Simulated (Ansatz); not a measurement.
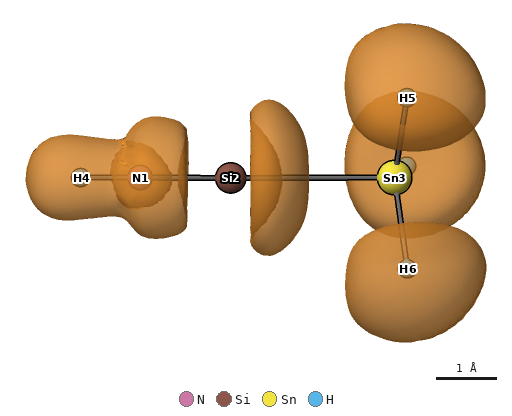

H4NSiSn (charge +1). Isosurface of the electron localisation function at 0.75 (orange), seen from one side. Core shells and regions of very low density are left out.

Core potentials replace the inner electrons of Sn.

Level of theory: RKS B3LYP/def2-SVPD (Ansatz).

```yaml
atoms:
  - { symbol: N, position_ang: [-1.1185, -2.3660, 0.2414] }
  - { symbol: Si, position_ang: [-0.4714, -0.9810, 0.1039] }
  - { symbol: Sn, position_ang: [0.7171, 1.5147, -0.1552] }
  - { symbol: H, position_ang: [-1.5472, -3.2754, 0.3340] }
  - { symbol: H, position_ang: [0.1591, 1.8501, -1.7240] }
  - { symbol: H, position_ang: [-0.0633, 2.2564, 1.1585] }
  - { symbol: H, position_ang: [2.3243, 1.0013, 0.0413] }
```

Question: What do the ELF domains correspond to?

Answer: At this value the surface marks out three regions around hydrogen nuclei, one lobe of the valence shell of Si pointing towards Sn (polar bonds) and one joined region spread over several atoms (H, N, Si), in which their bonds and any lone pairs are merged. Along the contacts the grid gives the following. Si–N (1.53 Å): the ELF peaks at about 0.80 between the atoms (a polar covalent bond). Si–Sn (2.78 Å): the ELF peaks at about 1 in the valence shell of Si, 1.0 Å from its nucleus, and drops to about 0.15 between the two atoms.
